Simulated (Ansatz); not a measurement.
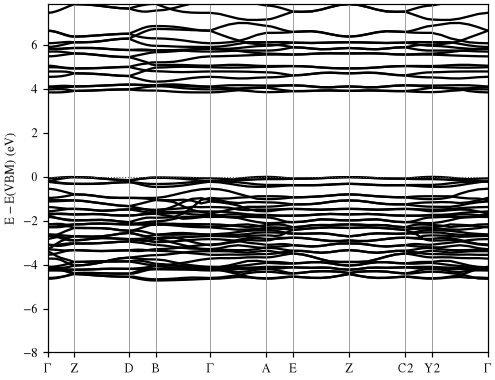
Figure. Band structure from DFT-r²SCAN+D4 in the program Ansatz with PAW potentials

The gap is 3.83 eV; an edge lies off the plotted path or next to a special point (maximum off the standard path, minimum on the Γ–Z line, 25 % of the way from Γ).

The material is TiOF$_{2}$ in space group C222_1 (No. 20; Pearson symbol oS32).

The first step of the workflow began from a Materials Project structure, measured or hypothetical; the Crystallography Open Database copy checked does not list it. Its standing as an ambient phase is unchecked. The r²SCAN+D4 relaxation kept the symmetry of its start; whether a distortion lowers the energy is not shown. No spin polarisation was allowed. Point labels and valley counts follow the cell and symmetry of the run, lower than the named group.

Potentials: the later of the program's two PAW sets.
